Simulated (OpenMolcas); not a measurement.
# One shape, several levels: C2F4O (trifluoroacetyl fluoride)

Wanted: a comparison of 6 runs (HF/STO-3G, HF/3-21G, HF/cc-pVDZ, M06-2X/cc-pVDZ, TPSS/cc-pVDZ, revPBE/cc-pVDZ) of C2F4O (trifluoroacetyl fluoride). 

The results are computed with OpenMolcas 26.06.

1 further run of the same task is left out (set aside as unsound or not needed).

### 1 Starting point

C2F4O has 7 atoms, charge 0, and is taken as a singlet. As SMILES, `O=C(F)C(F)(F)F`. Geometry: relaxed at PBE0-D4/def2-TZVP.

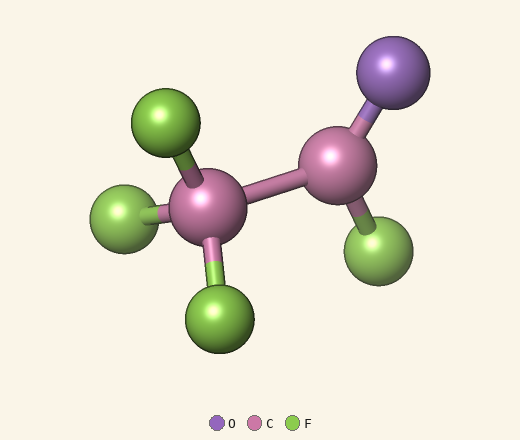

Viewed from a chosen angle; oxygen purple, carbon pink, fluorine green.

### 2 Energy and forces at HF/STO-3G (run 1)

job.input

```
* C2F4O Hartree-Fock

&gateway
  baslib=$CurrDir
  coord
  7
  angstrom
  O        1.061180      -1.396170       0.701140
  C        0.088980      -0.798110       0.435150
  F       -1.136840      -1.201010       0.739860
  C        0.018150       0.551850      -0.306440
  F       -0.697880       0.418270      -1.418740
  F       -0.564330       1.461580       0.468830
  F        1.230750       0.963590      -0.619810
  basis=STO-3G
  group=NoSym

&seward

&scf
  thresholds=1e-10 1e-07 1e-07 1e-05
  prorbitals=1 1

&alaska
```

The basis set STO-3G is read from a file made from the Basis Set Exchange's data (not shown).

The run is started by

```console
$ export MOLCAS_MEM=1860
$ pymolcas job.input > job.log
```

What it wrote:

```text
--- Start Module: gateway ---
[...]
--- Stop Module: gateway /rc=_RC_ALL_IS_WELL_ ---
[...]
      Basis functions           35
[...]
--- Start Module: scf ---
[...]
       Convergence after  14 Iterations
[...]
::    Total SCF energy                               -540.7768342073
[...]
      Total spin, S                                     0.0000000000
[...]
      Total electronic charge=   56.000000
      Total            charge=   -0.000000
[...]
      Dipole Moment (debye):
      Origin of the operator (angstrom)=   -0.0339    0.0510   -0.0259
                   X= -4.4812E-01               Y=  2.3858E-01               Z= -1.0284E-01           Total=  5.1798E-01
      Quadrupole Moment (debye*angstrom):
[...]
 *              Molecular gradients               *
 **************************************************
  Irreducible representation: a
 ------------------------------------------------------------------------------------------
                              X                       Y                       Z
 ------------------------------------------------------------------------------------------
  O1               -7.81115464460171E-02    4.94082633582771E-02   -2.21111279317645E-02
  C2                4.87720032617402E-02   -2.35894750341455E-02    9.82246596209596E-03
  F3                3.11548349667845E-02    1.58363660161669E-02   -1.08330603894435E-02
  C4                2.25433079848736E-03    1.49566574828180E-02   -8.49397854950940E-03
  F5                3.27783637397161E-02    5.70147830093215E-03    4.97982992094776E-02
  F6                2.67919641791341E-02   -4.09277126949092E-02   -3.45031751548053E-02
  F7               -6.36399504998870E-02   -2.13855774290739E-02    1.63205768540111E-02
 ------------------------------------------------------------------------------------------
[...]
```

Wall time 1.6 s (1 thread of Intel Xeon 6975P-C (Granite Rapids), shared host); peak memory 0.37 GiB.

### 3 Energy and forces at HF/3-21G (run 2)

job.input

```
>>> EXPORT MOLCAS_PRINT=2

&GATEWAY
 BasLib
 $CurrDir
 BasisSet
 O.3-21G....
 O1 1.061180 -1.396170 0.701140 angstrom
 End of Basis
 BasisSet
 C.3-21G....
 C2 0.088980 -0.798110 0.435150 angstrom
 C4 0.018150 0.551850 -0.306440 angstrom
 End of Basis
 BasisSet
 F.3-21G....
 F3 -1.136840 -1.201010 0.739860 angstrom
 F5 -0.697880 0.418270 -1.418740 angstrom
 F6 -0.564330 1.461580 0.468830 angstrom
 F7 1.230750 0.963590 -0.619810 angstrom
 End of Basis

&SEWARD

&SCF
 Thresholds
 1e-10 1e-07 1e-07 1e-05
 PrOrbitals
 1 2

&ALASKA
```

The basis set 3-21G is read from a file made from the Basis Set Exchange's data (not shown).

The run is started by

```console
$ export MOLCAS_MEM=1860
$ pymolcas job.input > job.log
```

What it wrote:

```text
--- Start Module: gateway ---
[...]
--- Stop Module: gateway /rc=_RC_ALL_IS_WELL_ ---
[...]
      Basis functions           63
[...]
--- Start Module: scf ---
[...]
       Convergence after  14 Iterations
[...]
::    Total SCF energy                               -545.3579034925
[...]
      Total spin, S                                     0.0000000000
[...]
      Total electronic charge=   56.000000
      Total            charge=   -0.000000
[...]
      Dipole Moment (debye):
      Origin of the operator (angstrom)=   -0.0339    0.0510   -0.0259
                   X= -3.7595E-01               Y=  3.4329E-01               Z= -1.6624E-01           Total=  5.3556E-01
      Quadrupole Moment (debye*angstrom):
[...]
 *              Molecular gradients               *
 **************************************************
  Irreducible representation: a
 ------------------------------------------------------------------------------------------
                              X                       Y                       Z
 ------------------------------------------------------------------------------------------
  O1               -5.50835255371851E-03    3.96152143838435E-03   -1.81937071833627E-03
  C2               -5.82548827669616E-03   -2.09318990132474E-02    1.19948990572649E-02
  C4                1.79744649461311E-03    2.30920905225833E-02   -1.29035271374294E-02
  F3                1.06019767492391E-02    3.44527226782887E-03   -2.62107066517281E-03
  F5                8.86603518580031E-03    1.65417542556157E-03    1.00570943844005E-02
  F6                7.60493777022297E-03   -8.15867133034942E-03   -7.62257423737722E-03
  F7               -1.75365553693325E-02   -3.06248931066833E-03    2.91454931674284E-03
 ------------------------------------------------------------------------------------------
[...]
```

Run time: 2.5 s. Hardware: 1 thread of Intel Xeon 6975P-C (Granite Rapids), shared host; peak memory 0.4 GiB.

Runs 3 to 5 aren't shown in full; the table further down has their settings and results.

### 4 Energy and gradient at revPBE/cc-pVDZ (run 6)

mol.xyz

```xyz
7

O      1.061180    -1.396170     0.701140
C      0.088980    -0.798110     0.435150
F     -1.136840    -1.201010     0.739860
C      0.018150     0.551850    -0.306440
F     -0.697880     0.418270    -1.418740
F     -0.564330     1.461580     0.468830
F      1.230750     0.963590    -0.619810
```

run.input

```
* C2F4O Kohn-Sham DFT
>>> EXPORT MOLCAS_PRINT=2
&GATEWAY
BasLib
$CurrDir
Coord
mol.xyz
Basis
cc-pVDZ
Group
NoSym
&SEWARD
GridInput
Grid=UltraFine
End of Grid
&SCF
KSDFT
revPBE
Thresholds
1e-10 1e-07 1e-07 1e-05
PrOrbitals
1 1
&ALASKA
```

The basis set cc-pVDZ is read from a file made from the Basis Set Exchange's data (not shown).

The run is started by

```console
$ export MOLCAS_MEM=1860
$ pymolcas run.input > run.log
```

What it wrote:

```text
--- Start Module: gateway ---
[...]
--- Stop Module: gateway /rc=_RC_ALL_IS_WELL_ ---
[...]
      Basis functions           98
[...]
--- Start Module: scf ---
[...]
       Convergence after  19 Iterations
[...]
::    Total KS-DFT energy                            -550.6590059591
[...]
      Total spin, S                                     0.0000000000
[...]
      Total electronic charge=   56.000000
      Total            charge=   -0.000000
[...]
      Dipole Moment (debye):
      Origin of the operator (angstrom)=   -0.0339    0.0510   -0.0259
                   X= -5.5726E-01               Y=  4.1559E-01               Z= -1.9362E-01           Total=  7.2163E-01
      Quadrupole Moment (debye*angstrom):
[...]
 *              Molecular gradients               *
 **************************************************
  Irreducible representation: a
 ------------------------------------------------------------------------------------------
                              X                       Y                       Z
 ------------------------------------------------------------------------------------------
  O1               -4.15994323196713E-02    2.58562011182590E-02   -1.15220355181709E-02
  C2                1.21513154421899E-02   -2.52584397258562E-02    1.31636339762013E-02
  F3                2.86648226838686E-02    9.88207749273506E-03   -7.38488437422724E-03
  C4               -2.62776426668054E-04    1.58811210641705E-02   -8.75571238402051E-03
  F5                1.59139718825507E-02    2.80390894755678E-03    2.45683068788765E-02
  F6                1.29692395827021E-02   -2.01692398180420E-02   -1.70037302454755E-02
  F7               -2.78371408451719E-02   -8.99562907876472E-03    6.93442166686165E-03
 ------------------------------------------------------------------------------------------
[...]
```

It took 37 s on 1 thread of Intel Xeon 6975P-C (Granite Rapids), shared host; peak memory 0.55 GiB.

### 5 The series

```tsv
run	level	integration grid	energy (Eh)	dipole moment (D)	HOMO energy (eV)	LUMO energy (eV)	wall time
1	HF/STO-3G	–	-540.776834	0.52	-10.15	6.89	1.6 s
2	HF/3-21G	–	-545.357903	0.54	-14.46	2.63	2.5 s
3	HF/cc-pVDZ	–	-548.385664	0.69	-14.54	2.95	13 s
4	M06-2X/cc-pVDZ	UltraFine	-550.663116	0.61	-11.48	-0.30	36 s
5	TPSS/cc-pVDZ	UltraFine	-550.884615	0.70	-7.93	-2.34	45 s
6	revPBE/cc-pVDZ	UltraFine	-550.659006	0.72	-7.69	-2.31	37 s
```

### 6 Summary of results

| quantity | value |
| --- | --- |
| run 6: total energy | -550.65901 Eh |
| run 6: dipole moment | 0.72 D |
| run 6: HOMO energy | -7.69 eV |
| run 6: LUMO energy | -2.31 eV |
| run 6: HOMO–LUMO gap | 5.38 eV |
| run 6: largest force on an atom | 2.587 eV/Å |

In words: The dipole moment (its size) runs from 0.52 D (HF/STO-3G) to 0.72 D (revPBE/cc-pVDZ). The two ends differ in method and basis. The HOMO–LUMO gap runs from 5.38 eV (revPBE/cc-pVDZ) to 17.49 eV (HF/cc-pVDZ). Exact exchange widens orbital gaps. Totals of different functionals can't be ranked against each other. In run 1 the basis is minimal, so the values are rough. All runs together took 2.2 min, the longest 45 s.
